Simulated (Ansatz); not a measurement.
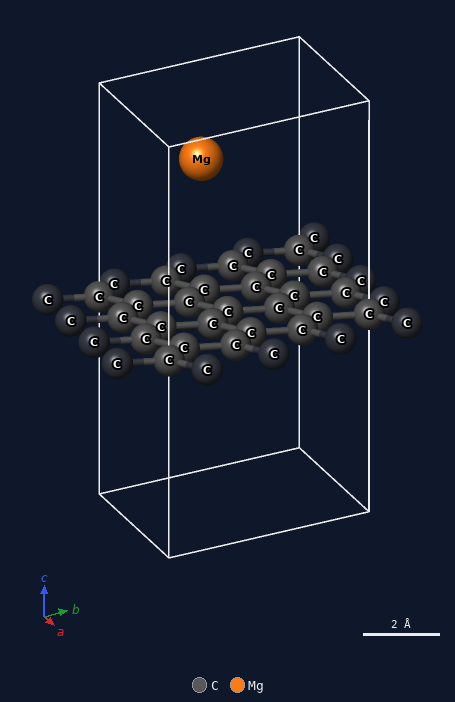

Figure 1. The input geometry (ball-and-stick view of the cell of the calculation, with the vacuum cut short, seen slightly off an axis; neighbours outside the cell are drawn fainter).

# Run report: MgC18, nudged elastic band (part 1 of 3)

The run: nudged elastic band of MgC18 (slab, 19 atoms in the cell). Method and program: DFT PBE, scalar-relativistic, plane waves, PAW, no spin polarisation (Ansatz 0.2.0).

It belongs to a series of runs on one base structure; here: band between the two ends.

### What the program printed
```
Warning: neb: disabling space-group detection — the band's intermediate images generally break the endpoint symmetry, so no spatial operation reduces the k-mesh or symmetrises the density, except that a semilocal band can use its path's symmetry ahead of convergence; time reversal is kept, so that k and −k are solved as one point where they differ and the mesh holds both, and exact exchange and, on two spinor components, a DFT+U term hold to it where the run has them: on two components no moment then forms, and a state that bears one, which a typed moment (crystal.atoms[].spin; refused beside efield: under a hybrid functional) reaches, can lie lower, under hf by electronvolts; crystal.symmetry.detect: false (a key that needs symmetry detection or time reversal refuses this as the deck is read) with time_reversal: false beside it drops time reversal too
Engine: ansatz 0.2.0, aarch64-unknown-linux-gnu
Pseudopotentials: kind: paw
Pseudopotential: C, paw, valence charge 4, recommended cutoff 420 eV (normal), C.paw.azcp
Pseudopotential: Mg, paw, valence charge 10, recommended cutoff 420 eV (normal), Mg.paw.azcp
Functional definition: PBE
  parameter kappa = 0.804
  parameter beta = 0.06672455060314922
  exchange = pbe_x(kappa = kappa, mu = beta*pi^2/3)
  correlation = pbe_c(beta = beta)
NEB image 0
Crystal: 19 atoms, lattice volume = 521.377 Å³
Basis set: ecut = 420 eV, 10225 PW (Γ), exchange–correlation on 100×100×150 points (8 copies of the dense FFT grid, shifted against one another)
Bands: 60, of which v1, the nominal top of the filled ones, is band 41 counted from 1 (40 counted from 0)
Symmetry: 1 space group operations
k-points: 4
Non-local potential: C, projectors of the file, l = 0: 2, l = 1: 2, l = 2: 1
Non-local potential: Mg, projectors of the file, l = 0: 3, l = 1: 2, l = 2: 1
PAW form: soft (Blöchl's): semilocal exchange-correlation on the pseudo side does not see the compensation charge
PAW one-centre angular grid: C, 110 points (default); XC on 64 Gauss nodes
PAW one-centre angular grid: Mg, 110 points (default); XC on 64 Gauss nodes
Initial density: superposition of atomic densities (neutral atoms: chi_scale 0, normalization atom), corrected by the library's trained network
Initial wavefunctions: pseudopotential atomic-orbital guess
Functional: x = pbe(κ = 0.804, μ = 0.2195149727645171), c = pbe(β = 0.06672455060314922)
SCF iter   1: F=—  HF=-6438.842646 eV  |F-HF|=—  |Δ(HF+E_count)|=         —  Δρ=3.02e-3  dr2=5.90e-2  ethr=1.77e-3  ⟨swp⟩=13.2  Hψ=1653  notcnv=0  defer=17
preconditioner: auto → LDOS  [insulator: Δε(μ)=0.170 eV  Ē_g=13.381 eV  σ=0.050 eV  W_gap=0.98  n_scr=72 (ndim 8)  ℏωp=14.0 eV  f_vac=0.554  D(μ)=1.23/eV (n_scr^D=2)  ε∞_Penn≈2.1  β→1.0]
SCF iter   2: F=—  HF=-6438.845795 eV  |F-HF|=—  |Δ(HF+E_count)|=   3.15e-3  Δρ=1.21e-3  dr2=2.41e-2  ethr=7.20e-5  ⟨swp⟩=3.2  Hψ=467  notcnv=0  defer=46
SCF iter   3: F=—  HF=-6438.839524 eV  |F-HF|=—  |Δ(HF+E_count)|=   6.27e-3  Δρ=3.26e-4  dr2=1.82e-3  ethr=2.94e-5  ⟨swp⟩=2.0  Hψ=331  notcnv=0  defer=46
SCF iter   4: F=—  HF=-6438.839120 eV  |F-HF|=—  |Δ(HF+E_count)|=   4.04e-4  Δρ=7.95e-5  dr2=5.96e-5  ethr=2.22e-6  ⟨swp⟩=2.0  Hψ=303  notcnv=0  defer=46
SCF iter   5: F=—  HF=-6438.839085 eV  |F-HF|=—  |Δ(HF+E_count)|=   3.49e-5  Δρ=5.26e-5  dr2=2.39e-5  ethr=7.27e-8  ⟨swp⟩=2.0  Hψ=368  notcnv=0  defer=46
SCF iter   6: F=—  HF=-6438.839081 eV  |F-HF|=—  |Δ(HF+E_count)|=   3.56e-6  Δρ=1.40e-5  dr2=1.63e-6  ethr=2.92e-8  ⟨swp⟩=2.0  Hψ=289  notcnv=0  defer=46
SCF iter   7: F=—  HF=-6438.839081 eV  |F-HF|=—  |Δ(HF+E_count)|=   1.78e-7  Δρ=4.09e-6  dr2=1.24e-7  ethr=1.98e-9  ⟨swp⟩=2.0  Hψ=303  notcnv=0  defer=46
SCF iter   8: F=-6438.839081 eV  HF=-6438.839081 eV  |F-HF|=2.86e-8  |Δ(HF+E_count)|=   9.49e-9  Δρ=2.93e-6  dr2=4.41e-8  ethr=1.22e-10  ⟨swp⟩=5.0  Hψ=697  notcnv=0
SCF 1 converged in 8 iterations: F = -6438.839081 eV  dr2 = 4.41e-8
  greatest PAW one-centre occupation: 1.000 electrons in one spin orbital (limit 2), on the Mg atom at site 18 (counted from 0), in its partial waves of l = 0
NSCF: frozen V_eff on 4 k-points
NEB image 8
SCF iter   1: F=—  HF=-6438.842001 eV  |F-HF|=—  |Δ(HF+E_count)|=         —  Δρ=3.00e-3  dr2=5.82e-2  ethr=1.77e-3  ⟨swp⟩=14.2  Hψ=1685  notcnv=0  defer=15
preconditioner: auto → LDOS  [insulator: Δε(μ)=0.170 eV  Ē_g=13.362 eV  σ=0.050 eV  W_gap=0.98  n_scr=72 (ndim 8)  ℏωp=14.0 eV  f_vac=0.554  D(μ)=1.23/eV (n_scr^D=2)  ε∞_Penn≈2.1  β→1.0]
SCF iter   2: F=—  HF=-6438.845532 eV  |F-HF|=—  |Δ(HF+E_count)|=   3.53e-3  Δρ=1.19e-3  dr2=2.33e-2  ethr=7.09e-5  ⟨swp⟩=3.0  Hψ=463  notcnv=0  defer=46
SCF iter   3: F=—  HF=-6438.839542 eV  |F-HF|=—  |Δ(HF+E_count)|=   5.99e-3  Δρ=3.31e-4  dr2=1.85e-3  ethr=2.84e-5  ⟨swp⟩=2.0  Hψ=331  notcnv=0  defer=46
SCF iter   4: F=—  HF=-6438.839134 eV  |F-HF|=—  |Δ(HF+E_count)|=   4.08e-4  Δρ=8.20e-5  dr2=6.15e-5  ethr=2.26e-6  ⟨swp⟩=2.0  Hψ=307  notcnv=0  defer=46
SCF iter   5: F=—  HF=-6438.839084 eV  |F-HF|=—  |Δ(HF+E_count)|=   4.96e-5  Δρ=5.22e-5  dr2=2.38e-5  ethr=7.49e-8  ⟨swp⟩=2.0  Hψ=368  notcnv=0  defer=46
SCF iter   6: F=—  HF=-6438.839081 eV  |F-HF|=—  |Δ(HF+E_count)|=   3.30e-6  Δρ=1.25e-5  dr2=1.37e-6  ethr=2.90e-8  ⟨swp⟩=2.0  Hψ=289  notcnv=0  defer=46
SCF iter   7: F=—  HF=-6438.839081 eV  |F-HF|=—  |Δ(HF+E_count)|=   1.19e-7  Δρ=3.77e-6  dr2=1.08e-7  ethr=1.67e-9  ⟨swp⟩=2.0  Hψ=303  notcnv=0  defer=46
SCF iter   8: F=-6438.839081 eV  HF=-6438.839081 eV  |F-HF|=2.34e-8  |Δ(HF+E_count)|=   1.03e-8  Δρ=2.66e-6  dr2=3.65e-8  ethr=1.22e-10  ⟨swp⟩=5.0  Hψ=697  notcnv=0
SCF 2 converged in 8 iterations: F = -6438.839081 eV  dr2 = 3.65e-8
NSCF: frozen V_eff on 4 k-points
NEB end point (image 0): max|allowed force component| = 1.941e-2 eV/Å (the criterion of neb.relax_end_points is 1.000e-2)
NEB end point (image 8): max|allowed force component| = 1.941e-2 eV/Å (the criterion of neb.relax_end_points is 1.000e-2)
NEB image 1
SCF iter   1: F=—  HF=-6438.842395 eV  |F-HF|=—  |Δ(HF+E_count)|=         —  Δρ=3.00e-3  dr2=5.88e-2  ethr=1.77e-3  ⟨swp⟩=14.2  Hψ=1662  notcnv=0  defer=17
preconditioner: auto → LDOS  [insulator: Δε(μ)=0.170 eV  Ē_g=13.380 eV  σ=0.050 eV  W_gap=0.98  n_scr=72 (ndim 8)  ℏωp=14.0 eV  f_vac=0.554  D(μ)=1.23/eV (n_scr^D=2)  ε∞_Penn≈2.1  β→1.0]
SCF iter   2: F=—  HF=-6438.845769 eV  |F-HF|=—  |Δ(HF+E_count)|=   3.37e-3  Δρ=1.21e-3  dr2=2.45e-2  ethr=7.17e-5  ⟨swp⟩=3.0  Hψ=452  notcnv=0  defer=46
SCF iter   3: F=—  HF=-6438.839524 eV  |F-HF|=—  |Δ(HF+E_count)|=   6.24e-3  Δρ=3.38e-4  dr2=1.89e-3  ethr=2.99e-5  ⟨swp⟩=2.0  Hψ=319  notcnv=0  defer=46
SCF iter   4: F=—  HF=-6438.839107 eV  |F-HF|=—  |Δ(HF+E_count)|=   4.18e-4  Δρ=8.60e-5  dr2=6.87e-5  ethr=2.30e-6  ⟨swp⟩=2.0  Hψ=307  notcnv=0  defer=46
SCF iter   5: F=—  HF=-6438.839058 eV  |F-HF|=—  |Δ(HF+E_count)|=   4.83e-5  Δρ=5.64e-5  dr2=2.82e-5  ethr=8.38e-8  ⟨swp⟩=2.0  Hψ=376  notcnv=0  defer=46
SCF iter   6: F=—  HF=-6438.839054 eV  |F-HF|=—  |Δ(HF+E_count)|=   4.17e-6  Δρ=1.24e-5  dr2=1.41e-6  ethr=3.44e-8  ⟨swp⟩=2.0  Hψ=289  notcnv=0  defer=46
SCF iter   7: F=—  HF=-6438.839054 eV  |F-HF|=—  |Δ(HF+E_count)|=   1.54e-7  Δρ=3.65e-6  dr2=1.10e-7  ethr=1.72e-9  ⟨swp⟩=2.0  Hψ=303  notcnv=0  defer=46
[...]
NEB image 2
preconditioner: auto → LDOS  [insulator: Δε(μ)=0.170 eV  Ē_g=13.403 eV  σ=0.050 eV  W_gap=0.98  n_scr=72 (ndim 8)  ℏωp=14.0 eV  f_vac=0.554  D(μ)=1.23/eV (n_scr^D=2)  ε∞_Penn≈2.1  β→1.0]
NEB image 3
preconditioner: auto → LDOS  [insulator: Δε(μ)=0.170 eV  Ē_g=13.390 eV  σ=0.050 eV  W_gap=0.98  n_scr=72 (ndim 8)  ℏωp=14.0 eV  f_vac=0.554  D(μ)=1.23/eV (n_scr^D=2)  ε∞_Penn≈2.1  β→1.0]
NEB image 4
preconditioner: auto → LDOS  [insulator: Δε(μ)=0.170 eV  Ē_g=13.375 eV  σ=0.050 eV  W_gap=0.98  n_scr=72 (ndim 8)  ℏωp=14.0 eV  f_vac=0.554  D(μ)=1.23/eV (n_scr^D=2)  ε∞_Penn≈2.1  β→1.0]
NEB image 5
preconditioner: auto → LDOS  [insulator: Δε(μ)=0.169 eV  Ē_g=13.378 eV  σ=0.050 eV  W_gap=0.98  n_scr=72 (ndim 8)  ℏωp=14.0 eV  f_vac=0.554  D(μ)=1.23/eV (n_scr^D=2)  ε∞_Penn≈2.1  β→1.0]
NEB image 6
preconditioner: auto → LDOS  [insulator: Δε(μ)=0.170 eV  Ē_g=13.367 eV  σ=0.050 eV  W_gap=0.98  n_scr=72 (ndim 8)  ℏωp=14.0 eV  f_vac=0.554  D(μ)=1.23/eV (n_scr^D=2)  ε∞_Penn≈2.1  β→1.0]
NEB image 7
preconditioner: auto → LDOS  [insulator: Δε(μ)=0.170 eV  Ē_g=13.361 eV  σ=0.050 eV  W_gap=0.98  n_scr=72 (ndim 8)  ℏωp=14.0 eV  f_vac=0.554  D(μ)=1.23/eV (n_scr^D=2)  ε∞_Penn≈2.1  β→1.0]
NEB image 1
NSCF: frozen V_eff on 4 k-points
NEB image 2
NSCF: frozen V_eff on 4 k-points
NEB image 3
NSCF: frozen V_eff on 4 k-points
NEB image 5
NSCF: frozen V_eff on 4 k-points
NEB image 6
NSCF: frozen V_eff on 4 k-points
NEB image 7
NSCF: frozen V_eff on 4 k-points
NEB image 4
NSCF: frozen V_eff on 4 k-points
the band table was solved once a step of the walk had ended and its energy, with any forces and stress, was formed, with the checks that follow a solve (1576 applications of the Hamiltonian). They found nothing against the state; the energy, forces and stress were not computed again (output.eigenvalues in the input reference)
```
